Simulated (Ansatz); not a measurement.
# Geometry relaxation, with input and output: C$_{3}$H$_{8}$BFSi (part 2 of 3)

C$_{3}$H$_{8}$BFSi; RKS B3LYP/STO-3G (Ansatz 0.2.0). It belongs to a series of runs on one base structure; here: start relaxed.

Geometry of the input (Å):
```
C  -2.2613  -0.2808  0.2606
C  -1.1108  -0.1150  0.8183
F  -1.0551  -0.0949  2.1620
B  0.2927  0.0271  -0.0304
C  0.2009  -0.0012  -1.6389
Si 1.9213  0.2080  0.8989
H  -2.4075  -0.2519  -0.8253
H  -3.1574  -0.3044  0.8626
H  1.2321  0.1241  -1.9811
H  -0.4132  0.8542  -1.9669
H  -0.2446  -0.9497  -1.9597
H  1.9147  1.4084  1.7545
H  2.0863  -0.9616  1.7346
H  2.9889  0.3084  -0.0602
```

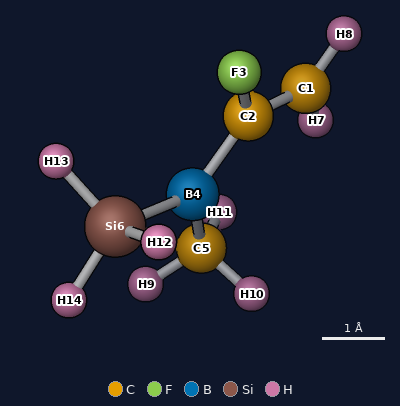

The geometry at step 11 of the log (ball-and-stick view, seen at a tilt; atoms are numbered from 1 in the order of the input).

Trajectory as extended XYZ, continued
```
14
Properties=species:S:1:pos:R:3:forces:R:3 step=3 energy=-14333.81380
C    -2.3108   -0.3016    0.2219   -0.6665   0.6874   0.3586
C    -1.0734   -0.0995    0.7844   -0.1471  -0.3659  -0.3747
F    -0.9735   -0.0803    2.1625   -0.0647   0.0944   0.0358
B     0.2619    0.0363   -0.0356   -0.1288  -0.0509  -0.0771
C     0.1780    0.0136   -1.6174    0.2291   0.0001  -0.2477
Si    1.9655    0.2118    0.9495    0.1617  -0.0326   0.0285
H    -2.4666   -0.2871   -0.8748    0.1973  -0.1218   0.4850
H    -3.2435   -0.3052    0.8483    0.7872  -0.2699  -0.4981
H     1.1494    0.0855   -2.1399   -0.1772  -0.0011   0.2234
H    -0.4488    0.8442   -1.9842   -0.0191   0.0172   0.0273
H    -0.3116   -0.9090   -1.9718   -0.0242  -0.0093   0.0312
H     1.9618    1.3779    1.8040   -0.0307   0.0395   0.0108
H     2.1843   -0.9347    1.8072   -0.0348   0.0125  -0.0250
H     3.1145    0.3187    0.0751   -0.0820   0.0005   0.0220
14
Properties=species:S:1:pos:R:3:forces:R:3 step=4 energy=-14333.81322 accepted=F
C    -2.2935   -0.2732    0.2489    0.4483  -0.0395  -0.3612
C    -1.0584   -0.1060    0.8060   -0.2783  -0.2052   0.3559
F    -0.9816   -0.0366    2.1963    0.2267  -0.0184  -0.5787
B     0.2511   -0.0369   -0.0578    0.4062   0.6224   0.3957
C     0.1767    0.0094   -1.6376   -0.6185  -0.2574  -0.0177
Si    1.9509    0.2102    0.9352   -0.1038  -0.2062   0.0229
H    -2.3588   -0.3224   -0.8420   -0.2540  -0.0511  -0.0159
H    -3.2121   -0.3871    0.8226   -0.2994   0.0664   0.2017
H     1.1476   -0.0357   -2.1502   -0.0230   0.0082   0.0482
H    -0.3293    0.9522   -1.9377    0.1879  -0.1988   0.0091
H    -0.4645   -0.8116   -2.0229    0.2468   0.2523  -0.0329
H     1.8888    1.3978    1.7599   -0.0110   0.0049  -0.0177
H     2.1581   -0.9134    1.8239    0.0718   0.0265   0.0134
H     3.1120    0.3239    0.0842    0.0003  -0.0042  -0.0226
14
Properties=species:S:1:pos:R:3:forces:R:3 step=5 energy=-14333.85877
C    -2.3088   -0.2746    0.2363    0.0330   0.0404  -0.0172
C    -1.0670   -0.1156    0.7870   -0.1205   0.0441  -0.0202
F    -0.9702   -0.0509    2.1668    0.0437  -0.0270  -0.0778
B     0.2575    0.0189   -0.0464   -0.0140  -0.0741   0.0564
C     0.1759    0.0135   -1.6274   -0.0306   0.0052  -0.0748
Si    1.9583    0.2062    0.9461    0.0148   0.0349   0.0169
H    -2.4303   -0.3218   -0.8524   -0.0235  -0.0125   0.0754
H    -3.2230   -0.3486    0.8432    0.0713  -0.0188  -0.0232
H     1.1554    0.0246   -2.1281   -0.0546  -0.0001   0.0356
H    -0.3827    0.9037   -1.9727    0.0528  -0.0631   0.0088
H    -0.3856   -0.8610   -2.0014    0.0429   0.0691   0.0290
H     1.9237    1.3859    1.7837    0.0136  -0.0017   0.0023
H     2.1771   -0.9284    1.8182   -0.0157   0.0056  -0.0161
H     3.1068    0.3187    0.0761   -0.0131  -0.0022   0.0048
14
Properties=species:S:1:pos:R:3:forces:R:3 step=6 energy=-14333.86073
C    -2.3128   -0.2691    0.2398    0.0234  -0.0049  -0.0230
C    -1.0695   -0.1091    0.7834   -0.0351  -0.0489  -0.0055
F    -0.9624   -0.0639    2.1624    0.0197   0.0120  -0.0205
B     0.2559    0.0164   -0.0484   -0.0213   0.0502   0.0168
C     0.1797    0.0118   -1.6298   -0.0117  -0.0181  -0.0263
Si    1.9546    0.2114    0.9465    0.0045  -0.0036   0.0118
H    -2.4426   -0.3166   -0.8467   -0.0190   0.0080   0.0186
H    -3.2194   -0.3606    0.8529    0.0164   0.0076   0.0054
H     1.1616    0.0110   -2.1233   -0.0182  -0.0026   0.0053
H    -0.3645    0.9080   -1.9793    0.0257  -0.0299   0.0138
H    -0.3893   -0.8552   -2.0057    0.0163   0.0335   0.0078
H     1.9248    1.3910    1.7848   -0.0028  -0.0056  -0.0046
H     2.1684   -0.9251    1.8165    0.0032   0.0037  -0.0012
H     3.1024    0.3205    0.0759   -0.0010  -0.0011   0.0017
14
Properties=species:S:1:pos:R:3:forces:R:3 step=7 energy=-14333.86175
C    -2.3190   -0.2764    0.2459    0.0120   0.0236  -0.0017
C    -1.0692   -0.1233    0.7755   -0.0194  -0.0028   0.0424
F    -0.9582   -0.0861    2.1561    0.0516  -0.0054  -0.0646
B     0.2552    0.0158   -0.0567   -0.0051  -0.0212   0.0496
C     0.1887    0.0052   -1.6382   -0.0212  -0.0077  -0.0043
Si    1.9488    0.2220    0.9478    0.0074   0.0131  -0.0109
H    -2.4743   -0.3058   -0.8377    0.0039  -0.0195   0.0101
H    -3.2099   -0.3673    0.8818   -0.0128   0.0014  -0.0329
H     1.1728   -0.0532   -2.1247   -0.0261   0.0115   0.0120
H    -0.2953    0.9365   -1.9863    0.0269  -0.0367  -0.0041
H    -0.4297   -0.8236   -2.0209    0.0039   0.0424   0.0110
H     1.9075    1.3997    1.7880   -0.0028  -0.0052  -0.0038
H     2.1705   -0.9142    1.8171   -0.0097   0.0077  -0.0117
H     3.0992    0.3416    0.0813   -0.0086  -0.0012   0.0090
14
Properties=species:S:1:pos:R:3:forces:R:3 step=8 energy=-14333.86263
C    -2.3188   -0.2774    0.2464    0.0174   0.0007   0.0016
C    -1.0683   -0.1274    0.7747   -0.0054   0.0033   0.0534
F    -0.9531   -0.0901    2.1546    0.0300  -0.0042  -0.0434
B     0.2551    0.0131   -0.0567    0.0109  -0.0051   0.0135
C     0.1887    0.0041   -1.6379   -0.0349  -0.0097  -0.0215
Si    1.9479    0.2253    0.9475   -0.0089   0.0071  -0.0079
H    -2.4747   -0.3121   -0.8366    0.0037  -0.0072  -0.0058
H    -3.2090   -0.3671    0.8823   -0.0312   0.0033  -0.0165
H     1.1719   -0.0728   -2.1239   -0.0324   0.0042   0.0096
H    -0.2749    0.9466   -1.9852    0.0334  -0.0432   0.0090
H    -0.4483   -0.8098   -2.0226    0.0230   0.0492   0.0099
H     1.9022    1.4026    1.7878    0.0002  -0.0037  -0.0019
H     2.1692   -0.9112    1.8160   -0.0012   0.0048  -0.0040
H     3.0992    0.3469    0.0828   -0.0046   0.0005   0.0039
14
Properties=species:S:1:pos:R:3:forces:R:3 step=9 energy=-14333.86297
C    -2.3176   -0.2858    0.2489    0.0206  -0.0240   0.0142
C    -1.0652   -0.1435    0.7736    0.0108   0.0053   0.0686
F    -0.9392   -0.1076    2.1520   -0.0157  -0.0012  -0.0105
B     0.2545    0.0028   -0.0583    0.0381   0.0267  -0.0461
C     0.1888   -0.0016   -1.6387   -0.1415   0.0056  -0.1933
Si    1.9432    0.2379    0.9470   -0.0216  -0.0031  -0.0106
H    -2.4757   -0.3274   -0.8330    0.0042   0.0100  -0.0280
H    -3.2073   -0.3692    0.8851   -0.0547   0.0006   0.0114
H     1.1671   -0.1579   -2.1236   -0.1610   0.0127   0.0504
H    -0.1879    0.9881   -1.9799    0.1113  -0.2235   0.0766
H    -0.5237   -0.7530   -2.0329    0.1951   0.1897   0.0639
H     1.8825    1.4141    1.7874    0.0001   0.0012   0.0002
H     2.1719   -0.8968    1.8149    0.0103  -0.0033   0.0083
H     3.0956    0.3706    0.0863    0.0042   0.0034  -0.0052
14
Properties=species:S:1:pos:R:3:forces:R:3 step=10 energy=-14333.86506
C    -2.3181   -0.2869    0.2489    0.0181  -0.0152   0.0046
C    -1.0670   -0.1401    0.7763    0.0038  -0.0042   0.0423
F    -0.9451   -0.1040    2.1551    0.0024   0.0003  -0.0202
B     0.2537    0.0045   -0.0569    0.0106   0.0157  -0.0163
C     0.1879   -0.0004   -1.6375   -0.0761  -0.0163  -0.1003
Si    1.9441    0.2361    0.9461   -0.0073   0.0054  -0.0057
H    -2.4725   -0.3260   -0.8339    0.0014   0.0034  -0.0139
H    -3.2102   -0.3743    0.8821   -0.0319   0.0049   0.0025
H     1.1638   -0.1557   -2.1223   -0.0650   0.0073   0.0301
H    -0.1881    0.9849   -1.9797    0.0564  -0.0990   0.0419
H    -0.5182   -0.7517   -2.0330    0.0845   0.0982   0.0362
H     1.8861    1.4132    1.7858   -0.0004  -0.0011  -0.0007
H     2.1756   -0.8975    1.8151    0.0032  -0.0005   0.0010
H     3.0948    0.3685    0.0827    0.0005   0.0009  -0.0016
14
Properties=species:S:1:pos:R:3:forces:R:3 step=11 energy=-14333.86850
C    -2.3275   -0.3130    0.2413   -0.0077  -0.0024  -0.0054
C    -1.0833   -0.1621    0.7853   -0.0495  -0.0066   0.0923
F    -0.9827   -0.1272    2.1659    0.0151   0.0026  -0.0191
B     0.2398   -0.0039   -0.0337    0.0579   0.0091  -0.2128
C     0.1898   -0.0021   -1.6164    0.0021   0.0196   0.0500
Si    1.9447    0.2553    0.9315    0.0109  -0.0014   0.0865
H    -2.4728   -0.3525   -0.8441    0.0154   0.0055   0.0484
H    -3.2258   -0.3980    0.8671   -0.0235  -0.0067  -0.0166
H     1.1411   -0.2973   -2.0827   -0.0194  -0.0127   0.0089
H    -0.0110    1.0338   -1.9504    0.0107  -0.0134   0.0101
H    -0.6126   -0.6260   -2.0345   -0.0116  -0.0056  -0.0336
H     1.8985    1.4387    1.7623   -0.0107  -0.0008   0.0165
H     2.2191   -0.8702    1.7987   -0.0126   0.0057   0.0121
H     3.0697    0.3952    0.0386    0.0229   0.0071  -0.0374
14
Properties=species:S:1:pos:R:3:forces:R:3 step=12 energy=-14333.87014
C    -2.3303   -0.3092    0.2471    0.0113  -0.0146  -0.0448
C    -1.0854   -0.1502    0.7870   -0.0156  -0.0393   0.0541
F    -0.9793   -0.1074    2.1662    0.0142   0.0168   0.0129
B     0.2386   -0.0050   -0.0369   -0.0063   0.0111  -0.1665
C     0.1916   -0.0114   -1.6193    0.0177  -0.0189   0.1215
Si    1.9411    0.2565    0.9315    0.0058   0.0413   0.0603
H    -2.4709   -0.3608   -0.8381   -0.0050   0.0135   0.0379
H    -3.2303   -0.3951    0.8699   -0.0131   0.0027   0.0002
H     1.1317   -0.3476   -2.0769    0.0450  -0.0328  -0.0227
H     0.0376    1.0271   -1.9613   -0.0028   0.0808  -0.0085
H    -0.6308   -0.6038   -2.0392   -0.0702  -0.0466  -0.0483
H     1.8680    1.4102    1.8005   -0.0003   0.0044   0.0229
H     2.2492   -0.8876    1.7604   -0.0192  -0.0235   0.0183
H     3.0563    0.4551    0.0381    0.0385   0.0051  -0.0374
14
Properties=species:S:1:pos:R:3:forces:R:3 step=13 energy=-14333.85704 accepted=F
C    -2.3325   -0.3298    0.2599    0.0278   0.0388  -0.0546
C    -1.0855   -0.1594    0.7922   -0.0195   0.0464  -0.0120
F    -0.9721   -0.0786    2.1687    0.0200  -0.0441   0.0194
B     0.2335   -0.0114   -0.0442   -0.0684   0.0061  -0.0574
C     0.1941   -0.0292   -1.6255   -0.0040   0.2402  -0.4144
Si    1.9299    0.2791    0.9289    0.0897   0.0554   0.0505
H    -2.4719   -0.3805   -0.8250   -0.0216  -0.0422   0.0213
H    -3.2358   -0.4039    0.8798    0.0174  -0.0038   0.0171
H     1.0905   -0.5283   -2.0631   -0.4873   0.2449   0.1495
H     0.2323    1.0417   -1.9737   -0.0092  -0.7175   0.1733
H    -0.7254   -0.4826   -2.0597    0.5054   0.2162   0.1376
H     1.8120    1.3785    1.8681    0.0240  -0.0787  -0.0703
H     2.2906   -0.9003    1.6919   -0.0223   0.0587  -0.0467
H     3.0273    0.5755    0.0308   -0.0519  -0.0205   0.0868
14
Properties=species:S:1:pos:R:3:forces:R:3 step=14 energy=-14333.86103 accepted=F
C    -2.3216   -0.3518    0.2614   -0.0423   0.3072   0.0177
C    -1.0711   -0.1703    0.7835   -0.0720   0.0861   0.0179
F    -0.9513   -0.0707    2.1601    0.0153  -0.1170  -0.0594
B     0.2405   -0.0027   -0.0590   -0.0450   0.0707   0.0092
C     0.1876   -0.0203   -1.6391    0.0359  -0.0290   0.0086
Si    1.9274    0.2869    0.9374    0.0789  -0.1482   0.0110
H    -2.4874   -0.3551   -0.8213    0.0495  -0.1700   0.0105
H    -3.2188   -0.3941    0.8945    0.0386  -0.0878   0.0029
H     1.1075   -0.4183   -2.0910    0.0367  -0.0124  -0.0073
H     0.1065    1.0255   -1.9885    0.0161   0.0408   0.0107
H    -0.6670   -0.5612   -2.0686   -0.0333  -0.0147   0.0401
H     1.8593    1.3960    1.8641   -0.0678   0.0150  -0.0482
H     2.2109   -0.8968    1.7236    0.0107   0.0326  -0.0082
H     3.0644    0.5034    0.0718   -0.0214   0.0268  -0.0054
14
Properties=species:S:1:pos:R:3:forces:R:3 step=15 energy=-14333.87292
C    -2.3277   -0.3146    0.2531    0.0111  -0.0293   0.0137
C    -1.0795   -0.1546    0.7856   -0.0312   0.0040   0.0186
F    -0.9648   -0.1036    2.1641    0.0108  -0.0022  -0.0084
B     0.2391   -0.0019   -0.0470   -0.0001   0.0154  -0.0577
C     0.1908   -0.0133   -1.6276   -0.0076  -0.0026   0.0117
Si    1.9362    0.2669    0.9339    0.0031  -0.0186   0.0116
H    -2.4764   -0.3684   -0.8301    0.0033   0.0091  -0.0003
H    -3.2242   -0.4013    0.8813   -0.0051   0.0092  -0.0001
H     1.1222   -0.3807   -2.0831   -0.0079  -0.0056   0.0000
H     0.0733    1.0326   -1.9702    0.0128  -0.0091   0.0051
H    -0.6510   -0.5798   -2.0518    0.0086   0.0126   0.0044
H     1.8600    1.4099    1.8170   -0.0087   0.0093   0.0005
H     2.2292   -0.8880    1.7553   -0.0001   0.0009   0.0003
H     3.0597    0.4676    0.0486    0.0111   0.0068   0.0004
14
Properties=species:S:1:pos:R:3:forces:R:3 step=16 energy=-14333.87320
C    -2.3278   -0.3255    0.2661    0.0162   0.0542  -0.0086
C    -1.0762   -0.1489    0.7854   -0.0119  -0.0046  -0.0318
F    -0.9460   -0.0794    2.1617   -0.0047  -0.0096  -0.0140
B     0.2367    0.0027   -0.0607   -0.0081   0.0056   0.0688
C     0.1918   -0.0258   -1.6388    0.0289   0.0710  -0.1583
Si    1.9271    0.2813    0.9339    0.0427  -0.0068   0.0101
H    -2.4838   -0.3821   -0.8162    0.0054  -0.0182   0.0044
H    -3.2227   -0.3992    0.8983    0.0140  -0.0210   0.0138
H     1.0983   -0.4756   -2.0822   -0.1447   0.0664   0.0588
H     0.1695    1.0278   -1.9932    0.0157  -0.1928   0.0446
H    -0.6923   -0.5261   -2.0675    0.1083   0.0639   0.0497
H     1.8171    1.3784    1.8746    0.0011  -0.0504  -0.0561
H     2.2403   -0.9089    1.7005    0.0026   0.0564  -0.0303
H     3.0550    0.5520    0.0670   -0.0655  -0.0138   0.0487
14
Properties=species:S:1:pos:R:3:forces:R:3 step=17 energy=-14333.87516
C    -2.3293   -0.3214    0.2625    0.0102  -0.0040  -0.0089
C    -1.0793   -0.1473    0.7858   -0.0006  -0.0087  -0.0096
F    -0.9537   -0.0850    2.1626   -0.0001  -0.0035   0.0007
B     0.2363    0.0013   -0.0553   -0.0176   0.0082   0.0084
C     0.1921   -0.0224   -1.6344   -0.0035   0.0262  -0.0436
Si    1.9289    0.2766    0.9333    0.0315   0.0156   0.0134
H    -2.4813   -0.3796   -0.8201   -0.0042  -0.0034   0.0002
H    -3.2238   -0.4090    0.8934    0.0080   0.0065   0.0066
H     1.0937   -0.4733   -2.0786   -0.0369   0.0134   0.0212
H     0.1719    1.0273   -1.9885    0.0138  -0.0563   0.0176
H    -0.6915   -0.5190   -2.0620    0.0298   0.0183   0.0140
H     1.8216    1.3840    1.8599    0.0009  -0.0263  -0.0228
H     2.2509   -0.9023    1.7107   -0.0087   0.0203  -0.0133
H     3.0504    0.5409    0.0598   -0.0225  -0.0064   0.0160
14
Properties=species:S:1:pos:R:3:forces:R:3 step=18 energy=-14333.87659
C    -2.3299   -0.3326    0.2634   -0.0058  -0.0029  -0.0040
C    -1.0800   -0.1554    0.7856   -0.0050   0.0081  -0.0058
F    -0.9547   -0.0982    2.1624    0.0052  -0.0028   0.0199
B     0.2333    0.0066   -0.0547    0.0034  -0.0135  -0.0043
C     0.1916   -0.0156   -1.6333    0.0018   0.0058  -0.0077
Si    1.9276    0.2843    0.9306   -0.0093   0.0009  -0.0042
H    -2.4863   -0.3881   -0.8187    0.0019   0.0006   0.0055
H    -3.2214   -0.4243    0.8984    0.0041  -0.0017  -0.0028
H     1.0683   -0.5196   -2.0687   -0.0030  -0.0030   0.0065
H     0.2377    1.0298   -1.9916    0.0073   0.0014  -0.0024
H    -0.7147   -0.4631   -2.0642   -0.0037   0.0020  -0.0068
H     1.8213    1.3961    1.8496    0.0033   0.0048   0.0038
H     2.2457   -0.8902    1.7142    0.0021   0.0006   0.0021
H     3.0486    0.5410    0.0560   -0.0025  -0.0003   0.0001
```
